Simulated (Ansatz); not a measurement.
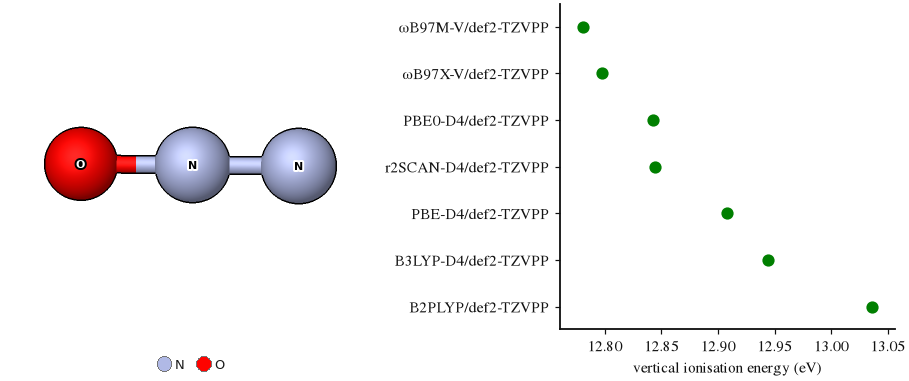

Vertical ionisation energy of N₂O, SMILES [N-]=[N+]=O, taken as the energy of the cation less that of the neutral at fixed geometry (unrestricted doublet cation, cores frozen in correlated methods, no spin-orbit coupling), the Ansatz code 0.2.0, at a PBE0-D4/def2-TZVP geometry (a minimum by its frequencies).

> What range do the values span?

From 12.78 eV (ωB97M-V/def2-TZVPP) to 13.04 eV (B2PLYP/def2-TZVPP).

> Give the values.

| level | eV |
| --- | --- |
| ωB97M-V/def2-TZVPP | 12.78 |
| ωB97X-V/def2-TZVPP | 12.80 |
| PBE0-D4/def2-TZVPP | 12.84 |
| r2SCAN-D4/def2-TZVPP | 12.84 |
| PBE-D4/def2-TZVPP | 12.91 |
| B3LYP-D4/def2-TZVPP | 12.94 |
| B2PLYP/def2-TZVPP | 13.04 |
